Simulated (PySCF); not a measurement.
**C₇H₁₆P₂: density, localisation and related maps**

Input file:

```
{"job": {"kind": "nmr", "xc": "PBE0", "basis": "pcSseg-1"}, "charge": 0, "multiplicity": 1}
C      0.035455    -2.027518     1.039335
P      0.488005    -0.574135     0.276635
C      2.227351     0.048383    -0.110179
C      2.432471     1.387880    -0.805306
C     -0.246720     0.821628     1.210210
C     -1.750226     0.604765     1.328876
P     -2.559414     0.839963    -0.331098
C     -1.846175    -0.669139    -1.155066
C     -0.345810    -0.493212    -1.353605
H      0.430505    -2.069792     2.054563
H      0.368943    -2.888077     0.459007
H      2.738568     0.044652     0.860905
H      2.678005    -0.757787    -0.703005
H      2.025455     2.204766    -0.215312
H      3.498160     1.567909    -0.938573
H      1.964820     1.398481    -1.786227
H      0.223781     0.845047     2.199167
H     -0.029724     1.763943     0.698970
H     -2.186212     1.330830     2.021887
H     -1.946254    -0.406088     1.697586
H     -3.767153     0.229446     0.028994
H     -2.032661    -1.552333    -0.537623
H     -2.346563    -0.793776    -2.120227
H     -0.127651     0.464810    -1.834179
H      0.062111    -1.296501    -1.976601
```

Command:

```sh
OMP_NUM_THREADS=1 python probes_run.py task.json out
```

Geometry: GFN2-xTB.

Computed with PBE0/pcSseg-1, SCF density, gas phase, non-relativistic in PySCF 2.14.0.

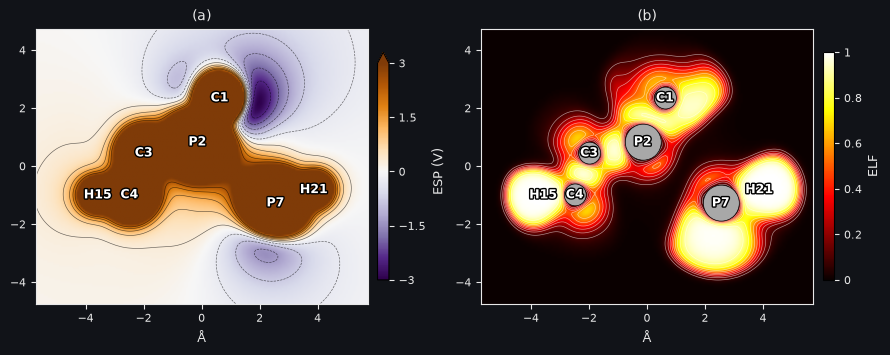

Figure 1. (a) electrostatic potential; (b) electron localisation function on the plane of atoms C1, P2 and C3. Grey discs cover the atomic cores in the ELF map.

Read the bonding off the picture.

- Atoms in the plane: C, P and H.
- C–C (1.52 Å): the ELF peaks at about 0.95 between the atoms: a covalent bond.
- C–P (1.70 Å): the ELF peaks at about 0.90 between the atoms: a covalent bond.
- C–H (1.09 Å): the ELF climbs to about 1 towards the hydrogen, as it does in any bond to H (an ordinary covalent bond to hydrogen).
- C–P (1.89 Å): the ELF peaks at about 0.95 between the atoms, as expected for a covalent bond.
- P–H (1.40 Å): the ELF climbs to about 1 towards the hydrogen.
- The ELF also peaks beside P7, away from the bonds: lone-pair regions.
- Outside the dense part of the molecule the potential is most negative (−3.0 V) near C1.

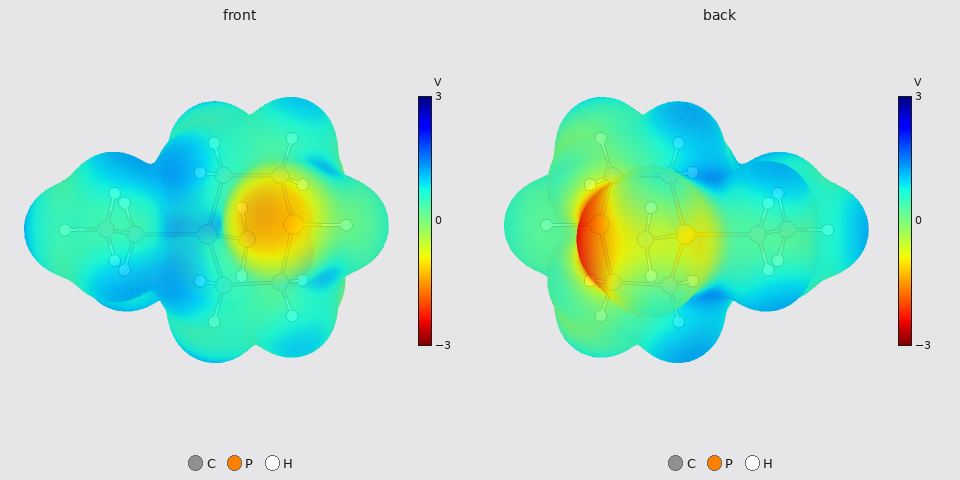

Figure 2. The molecular electrostatic potential painted on the density surface at 0.004 e/bohr³, seen from the front and from behind; red is negative and blue positive.

Which sites attract a positive test charge, and which a negative one?

A positive charge is drawn to the negative regions and a negative charge to the positive ones. The most negative region (about −2.3 V) lies over C1, the most positive (about +1.3 V) over the C, H and P atoms.

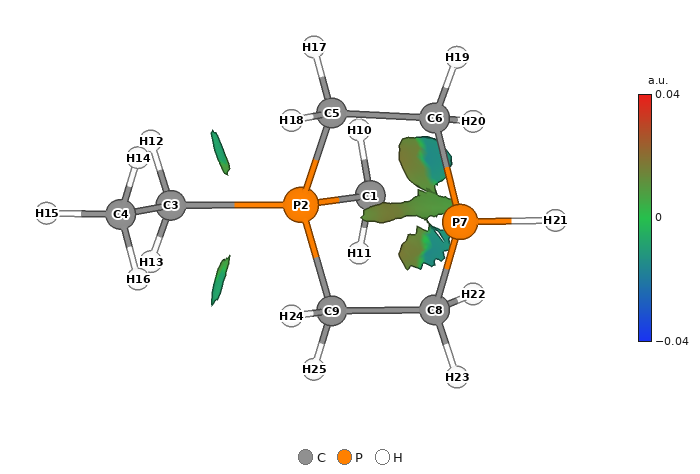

Figure 3. Non-covalent interaction (NCI) plot: the surface where the reduced density gradient is 0.4, for densities under 0.05 a.u., coloured by sign(λ₂)ρ; seen across its widest extent.

What holds or crowds the atoms apart from the covalent bonds?

Between H20 and C6 on one side and C1 on the other: a weak contact, attractive (blue-green) on one side and crowded (olive to red) on the other; between H16 and C4 on one side and H24 and C9 on the other: a weak contact, attractive (blue-green) on one side and crowded (olive to red) on the other; between H18 and C5 on one side and H14 and C4 on the other: a weak contact, attractive (blue-green) on one side and crowded (olive to red) on the other; between H22 and C8 on one side and C1 and P2 on the other: a weak contact (green).
